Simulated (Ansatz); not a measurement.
Cost and result by functional for the surface energy of the (221) surface of germanium in its 1x1 cell, relaxed from an ideal cut (the real face may reconstruct), outermost plane spacing 0.48 Å in the ideal cut, in Ansatz (plane waves, PAW). Single points on the PBE structure, on one kind of machine; costs are rough ratios of the slab run's core time (references not counted) to the cheapest single point. r2SCAN's cost holds its higher cutoff (500 against 420 eV). Differences are taken against r2SCAN for comparison alone: no measured value is at hand, so the table doesn't rank accuracy.

Model: 24-atom slab, 11.0 Å thick at the start, 6x2x1 mesh, Fermi-Dirac 0.025 eV, dipole correction, all atoms relaxed; symmetry of the start imposed; no spin (no spin-polarised run to compare, though such a face may carry moments), no spin-orbit, no U. The slab shows no gap on its mesh. These notes are the PBE run's.

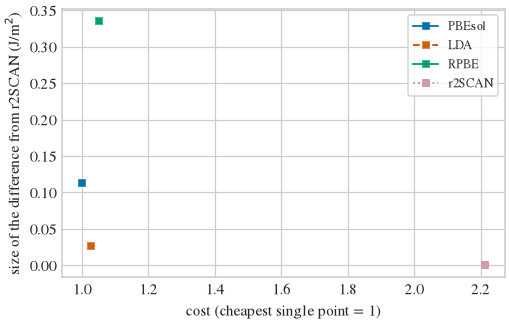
Difference from r2SCAN against cost

| functional | relative cost | surface energy (J/m²) | less r2SCAN (J/m²) |
|---|---|---|---|
| PBEsol | 1 | 1.12 | -0.11 |
| LDA | 1 | 1.20 | -0.03 |
| RPBE | 1 | 0.89 | -0.33 |
| r2SCAN | 2 | 1.23 | 0.00 |
| PBE (the relaxed run's value) | – | 1.00 | -0.23 |

The values span 0.33 J/m², while the single points' costs differ by a factor of roughly 2. Differences are of unrounded values.

Ansatz is a program for electronic structure.
